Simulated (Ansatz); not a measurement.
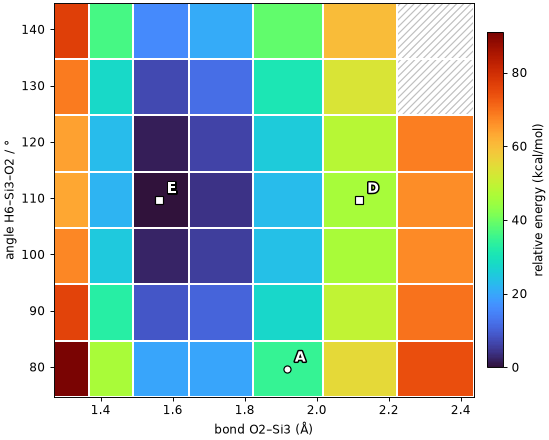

H₅OSi₂, SMILES [SiH2-]O[SiH3], charge −1. Two internal coordinates are moved rigidly from the geometry relaxed at PBE0-D4/def2-TZVP, all others fixed. The first coordinate is: bond O2–Si3; the second: angle H6–Si3–O2. The grid has 7 × 7 points. At 2 points there is no value. Points are written as (first, second). Energies are in kcal/mol, from the lowest grid point. Level of theory: RKS PBE0-D4/def2-TZVPPD (Ansatz).

In the figure: one coloured cell a grid point, hatched blanks where no value was computed, lettered points.

**Is D the lowest point of the computed grid?**

No. D lies 46 kcal/mol above the lowest grid point, which is at (1.561 Å, 109.7°).

**Rank the lettered points by energy, lowest first.**

E (0 kcal/mol), A (35 kcal/mol), D (46 kcal/mol).
